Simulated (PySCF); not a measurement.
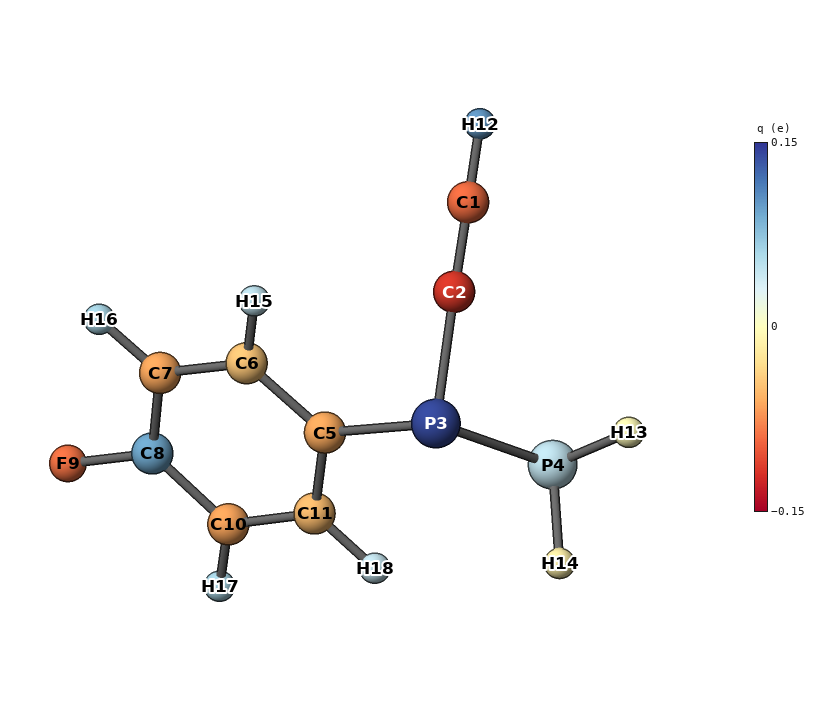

Atoms are coloured by their Hirshfeld charges. The geometry was computed by an optimisation with GFN2-xTB. No frequency run is at hand to confirm it as a minimum. Level of theory: PBE0/pcSseg-1, gas phase (PySCF 2.14.0).

> Which atom carries the highest charge (most positive or least negative)?

P3 (0.14 e).

> And the lowest?

C2 (−0.11 e).

List the Hirshfeld charges.

```
atom  value (e)
  C1      −0.09
  C2      −0.11
  P3       0.14
  P4       0.05
  C5      −0.06
  C6      −0.04
  C7      −0.06
  C8       0.09
  F9      −0.09
 C10      −0.06
 C11      −0.05
 H12       0.10
 H13       0.00
 H14      −0.01
 H15       0.05
 H16       0.06
 H17       0.06
 H18       0.04
```

The geometry is semi-empirical. Around P such bond lengths and angles can be off by a tenth of an ångström or more and by several degrees, and values that hang on the shape move with them.
